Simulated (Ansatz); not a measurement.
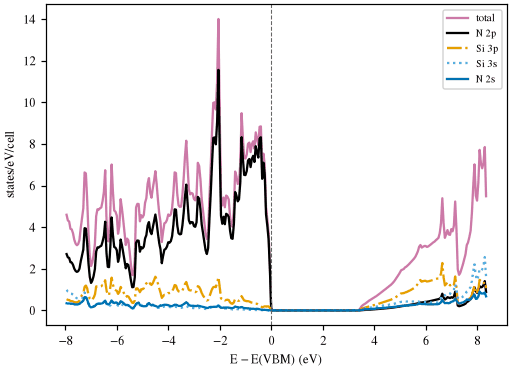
Fig. 1. Total and projected density of states of Si3N4 in space group Fd-3m (No. 227; Si on 16c, Si on 8b, N on 32e), LDA (plane waves, PAW; program Ansatz)

### Question
Which orbitals carry the states next to the gap?

### Answer
Top 1 eV of the valence band: N 2p 92 %. Bottom 1 eV of the conduction band: Si 3p 42 %, Si 3s 26 %, N 2s 13 %, N 2p 8 %, outside the projected shells 11 %. Projections are on Löwdin-orthogonalised atomic valence shells; empty p or d shells of many metals are not among them.

### Question
Where is the tallest occupied peak in this window, and what makes it?

### Answer
Near -2.1 eV, about 14 states/eV per cell; the largest projected share is N 2p.

The cell was relaxed with LDA under the symmetry of its start; phonons on a q-mesh show no instability.

Potentials: the later of the program's two PAW sets.
